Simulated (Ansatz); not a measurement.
# Geometry relaxation of AlNH₃F₃ (part 2 of 2)

The same run, continued: AlNH₃F₃, SMILES [NH3+][Al-]([F])([F])[F]; RKS PBE0-D4/def2-SVP (Ansatz 0.2.0). It belongs to a series of runs on one base structure; here: end point A relaxed.

Geometry of the input (Å):
```
N  -0.8636  -0.2061  0.5125
Al 0.7347  0.1188  -0.4201
F  2.0073  -0.8336  0.3626
F  0.6417  -0.3942  -2.1365
F  1.1636  1.8641  -0.3853
H  -1.1642  -1.1585  0.4735
H  -0.7937  0.1444  1.4997
H  -1.6336  0.4081  0.0378
```

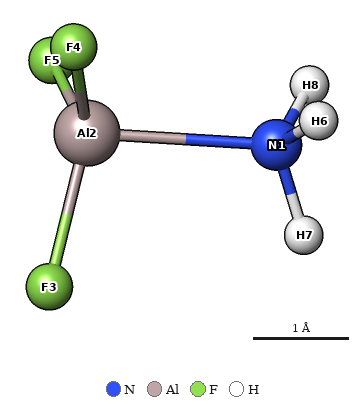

Figure 1. The geometry at step 14 of the log (ball-and-stick view, seen at a tilt; atoms are numbered from 1 in the order of the input).

Trajectory as extended XYZ, continued:
```
8
Properties=species:S:1:pos:R:3:forces:R:3 step=6 energy=-16271.81090
N    -0.8324   -0.1516    0.4594    0.0067   0.0107   0.0019
Al    0.9029    0.1418   -0.5011   -0.0048   0.0044   0.0047
F     1.9197   -0.8081    0.4163    0.0038  -0.0056   0.0082
F     0.5101   -0.4229   -2.0192   -0.0060  -0.0054  -0.0075
F     1.0539    1.7928   -0.3270    0.0010   0.0061  -0.0019
H    -1.1256   -1.1294    0.4211    0.0006  -0.0005  -0.0050
H    -0.7558    0.1090    1.4444   -0.0014  -0.0063  -0.0018
H    -1.5805    0.4115    0.0504    0.0002  -0.0033   0.0016
8
Properties=species:S:1:pos:R:3:forces:R:3 step=7 energy=-16271.81102
N    -0.8317   -0.1505    0.4594   -0.0021  -0.0009   0.0036
Al    0.9039    0.1433   -0.5012   -0.0161   0.0035   0.0111
F     1.9184   -0.8054    0.4203    0.0050  -0.0014   0.0020
F     0.5074   -0.4268   -2.0165    0.0009  -0.0034  -0.0049
F     1.0562    1.7948   -0.3325    0.0029   0.0010  -0.0038
H    -1.1249   -1.1282    0.4129    0.0025   0.0032  -0.0053
H    -0.7565    0.1011    1.4468    0.0040  -0.0034  -0.0017
H    -1.5806    0.4147    0.0550    0.0028   0.0014  -0.0010
8
Properties=species:S:1:pos:R:3:forces:R:3 step=8 energy=-16271.81124
N    -0.8312   -0.1488    0.4598   -0.0124  -0.0219   0.0102
Al    0.9045    0.1459   -0.5006   -0.0210   0.0004   0.0135
F     1.9175   -0.7970    0.4294    0.0023   0.0061  -0.0064
F     0.5046   -0.4373   -2.0105    0.0089   0.0001   0.0035
F     1.0589    1.7987   -0.3464    0.0015  -0.0068  -0.0046
H    -1.1272   -1.1248    0.3920    0.0041   0.0184  -0.0040
H    -0.7556    0.0801    1.4529    0.0083  -0.0018  -0.0128
H    -1.5793    0.4261    0.0676    0.0084   0.0054   0.0006
8
Properties=species:S:1:pos:R:3:forces:R:3 step=9 energy=-16271.81087 accepted=F
N    -0.8297   -0.1441    0.4608   -0.1312  -0.1317   0.1405
Al    0.9060    0.1532   -0.4984   -0.0270  -0.0080   0.0095
F     1.9175   -0.7623    0.4628   -0.0103   0.0346  -0.0376
F     0.5006   -0.4794   -1.9894    0.0375   0.0207   0.0476
F     1.0592    1.8112   -0.3970   -0.0054  -0.0509  -0.0080
H    -1.1457   -1.1102    0.3133    0.0479   0.2175   0.0281
H    -0.7460   -0.0010    1.4742   -0.0040  -0.0230  -0.2306
H    -1.5697    0.4756    0.1180    0.0925  -0.0592   0.0506
8
Properties=species:S:1:pos:R:3:forces:R:3 step=10 energy=-16271.81217
N    -0.8310   -0.1485    0.4597   -0.0108  -0.0207   0.0103
Al    0.9041    0.1465   -0.4998   -0.0188  -0.0091   0.0070
F     1.9207   -0.7781    0.4445    0.0040   0.0093  -0.0070
F     0.5095   -0.4598   -2.0023    0.0131   0.0015   0.0061
F     1.0476    1.8020   -0.3675    0.0022  -0.0017  -0.0059
H    -1.1456   -1.1154    0.3553   -0.0006   0.0193  -0.0030
H    -0.7440    0.0402    1.4602    0.0039  -0.0050  -0.0135
H    -1.5690    0.4560    0.0941    0.0068   0.0062   0.0060
8
Properties=species:S:1:pos:R:3:forces:R:3 step=11 energy=-16271.81220
N    -0.8307   -0.1452    0.4605   -0.1730  -0.1269   0.1668
Al    0.9059    0.1513   -0.4987   -0.0273  -0.0073   0.0058
F     1.9251   -0.7416    0.4756   -0.0146   0.0352  -0.0344
F     0.5136   -0.5027   -1.9840    0.0339   0.0206   0.0512
F     1.0411    1.8122   -0.4163   -0.0056  -0.0526  -0.0086
H    -1.1733   -1.0977    0.2798    0.0693   0.2664   0.0425
H    -0.7324   -0.0416    1.4789   -0.0185  -0.0268  -0.2928
H    -1.5572    0.5083    0.1484    0.1359  -0.1085   0.0694
8
Properties=species:S:1:pos:R:3:forces:R:3 step=12 energy=-16271.81557
N    -0.8314   -0.1470    0.4602   -0.1157  -0.0798   0.0999
Al    0.9049    0.1483   -0.4989   -0.0159  -0.0066  -0.0003
F     1.9315   -0.7292    0.4806   -0.0100   0.0234  -0.0169
F     0.5265   -0.5155   -1.9826    0.0194   0.0108   0.0355
F     1.0254    1.8102   -0.4243   -0.0063  -0.0303  -0.0070
H    -1.1947   -1.0860    0.2653    0.0483   0.1533   0.0198
H    -0.7244   -0.0634    1.4766   -0.0020  -0.0181  -0.1666
H    -1.5457    0.5256    0.1673    0.0823  -0.0527   0.0355
8
Properties=species:S:1:pos:R:3:forces:R:3 step=13 energy=-16271.82718
N    -0.8339   -0.1490    0.4600    0.0771   0.0044  -0.0340
Al    0.9035    0.1452   -0.4981   -0.1108  -0.0077   0.0727
F     1.9393   -0.6371    0.5480    0.0498   0.0056  -0.0036
F     0.5557   -0.6184   -1.9383    0.0380  -0.0154  -0.0429
F     0.9503    1.8116   -0.5107    0.0284   0.0173  -0.0299
H    -1.2831   -0.9990    0.1113   -0.0244   0.0816   0.0530
H    -0.6747   -0.2511    1.4651   -0.0662  -0.0182  -0.0719
H    -1.4650    0.6407    0.3069    0.0082  -0.0677   0.0565
8
Properties=species:S:1:pos:R:3:forces:R:3 step=14 energy=-16271.83871
N    -0.8364   -0.1501    0.4610    0.0049   0.0031  -0.0004
Al    0.8983    0.1433   -0.4956    0.0291   0.0002  -0.0208
F     1.9605   -0.5624    0.5802   -0.0135   0.0083   0.0073
F     0.6030   -0.6858   -1.9131   -0.0060  -0.0044   0.0147
F     0.9173    1.8089   -0.5889   -0.0153  -0.0061   0.0007
H    -1.3627   -0.9107    0.0275   -0.0069   0.0072  -0.0093
H    -0.6741   -0.3927    1.4399    0.0010  -0.0131  -0.0032
H    -1.4135    0.6923    0.4333    0.0066   0.0048   0.0110
8
Properties=species:S:1:pos:R:3:forces:R:3 step=15 energy=-16271.79957 accepted=F
N    -0.8345   -0.1503    0.4596   -0.8613  -0.1153   0.4529
Al    0.8971    0.1421   -0.4955    0.1140   0.0053  -0.0787
F     1.9759   -0.4649    0.6330   -0.1358   0.0697  -0.1192
F     0.6502   -0.7799   -1.8723    0.0159   0.1068   0.1712
F     0.8612    1.8055   -0.6872   -0.0056  -0.1815   0.0291
H    -1.4573   -0.7884   -0.0904    0.6037   0.6500   0.5895
H    -0.6657   -0.5814    1.3986   -0.2157   0.4270  -0.9241
H    -1.3346    0.7603    0.5985    0.4847  -0.9620  -0.1208
8
Properties=species:S:1:pos:R:3:forces:R:3 step=16 energy=-16271.84262
N    -0.8358   -0.1502    0.4605    0.0082   0.0012  -0.0045
Al    0.8989    0.1428   -0.4965   -0.0004   0.0001   0.0005
F     1.9628   -0.5191    0.6051   -0.0004   0.0043   0.0024
F     0.6200   -0.7275   -1.8922    0.0013  -0.0041   0.0026
F     0.8893    1.8058   -0.6301   -0.0031  -0.0008  -0.0039
H    -1.3993   -0.8518   -0.0227   -0.0057   0.0055  -0.0039
H    -0.6703   -0.4741    1.4149   -0.0017  -0.0083  -0.0014
H    -1.3735    0.7171    0.5053    0.0018   0.0021   0.0083
8
Properties=species:S:1:pos:R:3:forces:R:3 step=17 energy=-16271.84162 accepted=F
N    -0.8363   -0.1504    0.4606   -0.1807  -0.0298   0.1006
Al    0.8986    0.1424   -0.4966    0.0023   0.0035   0.0024
F     1.9675   -0.4688    0.6310   -0.0211   0.0130  -0.0251
F     0.6415   -0.7739   -1.8683    0.0070   0.0172   0.0264
F     0.8611    1.8016   -0.6789    0.0021  -0.0350   0.0016
H    -1.4413   -0.7834   -0.0777    0.1464   0.1763   0.1647
H    -0.6693   -0.5666    1.3854   -0.0722   0.1130  -0.2490
H    -1.3296    0.7422    0.5886    0.1162  -0.2582  -0.0215
8
Properties=species:S:1:pos:R:3:forces:R:3 step=18 energy=-16271.84389
N    -0.8360   -0.1503    0.4606    0.0174   0.0059  -0.0144
Al    0.8985    0.1426   -0.4964    0.0066   0.0017  -0.0023
F     1.9650   -0.4946    0.6182   -0.0120   0.0097  -0.0118
F     0.6301   -0.7505   -1.8805    0.0042   0.0073   0.0165
F     0.8753    1.8040   -0.6539   -0.0011  -0.0189  -0.0012
H    -1.4189   -0.8167   -0.0485   -0.0085   0.0005  -0.0021
H    -0.6706   -0.5188    1.3985   -0.0035  -0.0082   0.0079
H    -1.3513    0.7274    0.5463   -0.0031   0.0020   0.0073
8
Properties=species:S:1:pos:R:3:forces:R:3 step=19 energy=-16271.84433
N    -0.8359   -0.1503    0.4605   -0.0403  -0.0105   0.0269
Al    0.8983    0.1425   -0.4963    0.0064   0.0017  -0.0022
F     1.9672   -0.4689    0.6303   -0.0111   0.0070  -0.0123
F     0.6412   -0.7734   -1.8676    0.0033   0.0089   0.0145
F     0.8617    1.8012   -0.6788    0.0003  -0.0177   0.0008
H    -1.4393   -0.7802   -0.0741    0.0361   0.0463   0.0442
H    -0.6721   -0.5647    1.3815   -0.0222   0.0302  -0.0689
H    -1.3289    0.7369    0.5889    0.0275  -0.0658  -0.0029
8
Properties=species:S:1:pos:R:3:forces:R:3 step=20 energy=-16271.84441
N    -0.8368   -0.1503    0.4609    0.0574   0.0188  -0.0398
Al    0.8977    0.1425   -0.4958   -0.0096  -0.0027   0.0000
F     1.9668   -0.4626    0.6314    0.0216  -0.0141   0.0283
F     0.6442   -0.7774   -1.8631   -0.0082  -0.0200  -0.0268
F     0.8592    1.7986   -0.6845   -0.0035   0.0375  -0.0027
H    -1.4422   -0.7703   -0.0779   -0.0325  -0.0262  -0.0178
H    -0.6733   -0.5736    1.3747   -0.0010  -0.0225   0.0493
H    -1.3234    0.7361    0.5985   -0.0243   0.0292   0.0095
8
Properties=species:S:1:pos:R:3:forces:R:3 step=21 energy=-16271.84459
N    -0.8356   -0.1502    0.4604    0.0001  -0.0003   0.0001
Al    0.8987    0.1427   -0.4964   -0.0001   0.0000   0.0003
F     1.9678   -0.4618    0.6329   -0.0002   0.0003  -0.0003
F     0.6444   -0.7792   -1.8636    0.0002   0.0001   0.0003
F     0.8587    1.7999   -0.6859    0.0001  -0.0004  -0.0002
H    -1.4440   -0.7687   -0.0788   -0.0001   0.0003  -0.0001
H    -0.6746   -0.5761    1.3747   -0.0002  -0.0001  -0.0003
H    -1.3232    0.7363    0.6009    0.0001   0.0000   0.0003
```

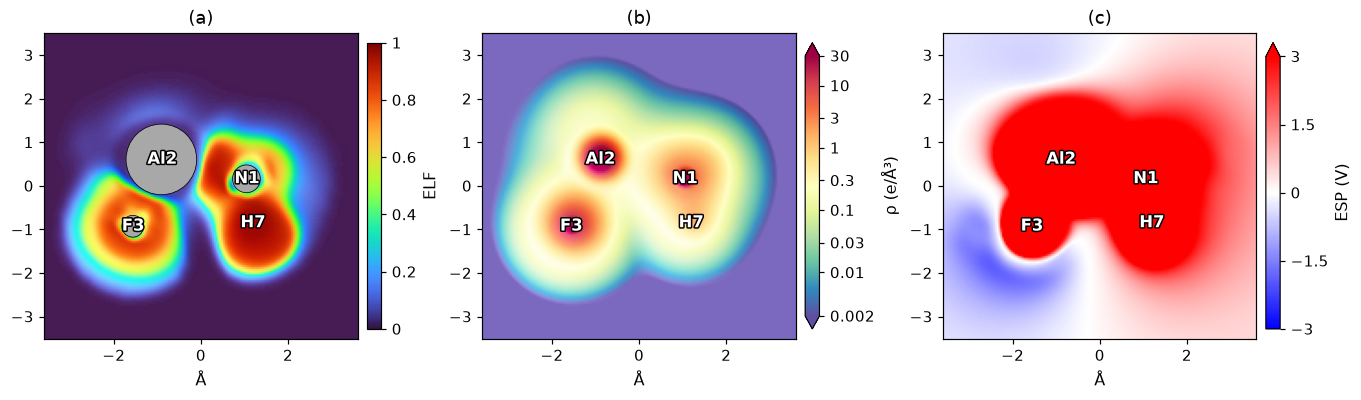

Figure 2. (a) ELF; (b) total electron density; (c) electrostatic potential on the plane of atoms Al2, N1 and H7. Grey discs, where drawn, cover atomic cores. Atoms in the plane: N, Al, F and H. Al–F (1.67 Å): ρ is about 0.8 e/Å³ halfway; the ELF peaks at about 0.85 in the valence shell of F, 0.6 Å from its nucleus, and is about 0.30 at the midpoint.

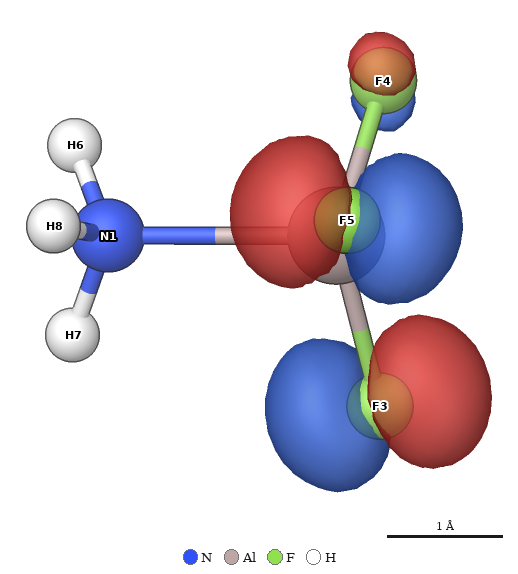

Figure 3. The HOMO−1 at ±0.2 Å⁻³ᐟ² (red and blue are the two phases), seen face on. Its energy is −10.34 eV.
